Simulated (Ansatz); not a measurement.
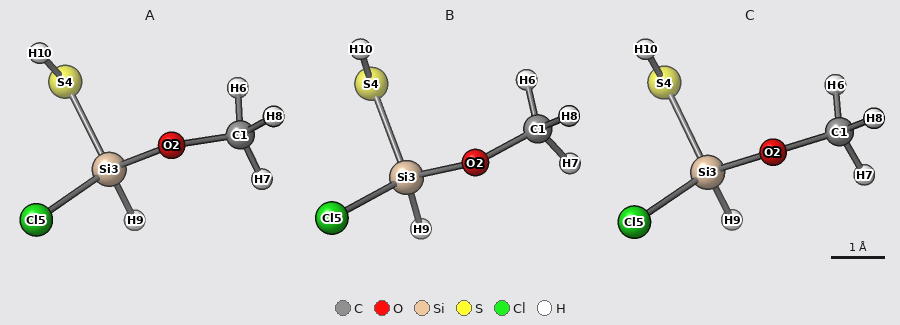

3 geometries from one relaxation of CH5ClOSSi (coarse preliminary run), in shuffled order. The picture is a ball-and-stick view, seen face on.

The start comes from a force field.

All numbers below come from RKS PBE-D4/def2-SVP in Ansatz 0.2.0. (force threshold 0.03 eV/Å; at most 200 steps)

Order the frames from highest to lowest energy.

Answer. A, C, B. They are steps 0, 3, 8, at +0.438 eV, +0.021 eV relative to the last. The largest move after the best rigid fit is that of H10, 0.41 Å. Largest moves by element: H 0.41 Å, O 0.34 Å, S 0.19 Å, Cl 0.18 Å, Si 0.17 Å, C 0.13 Å. Near-neighbour distances that change, for instance: Si3–S4 2.040 → 2.151 Å, C1–H7 1.045 → 1.113 Å, S4–H10 1.308 → 1.363 Å, C1–H6 1.154 → 1.112 Å. Among the angles between lasting bonds that change: S4–Si3–H9 114.5° → 105.4°, Si3–S4–H10 99.8° → 93.2°, C1–O2–Si3 118.2° → 124.4°. Groups turn about O2–Si3 by about 30°. After 7 accepted moves (8 points after the start) the energy has fallen by 0.438 eV. The largest force component goes from 3.8 to 0.022 eV/Å. The line search rejected the trial step at point 7 of the run. The run took roughly 30 core-seconds on a shared host.
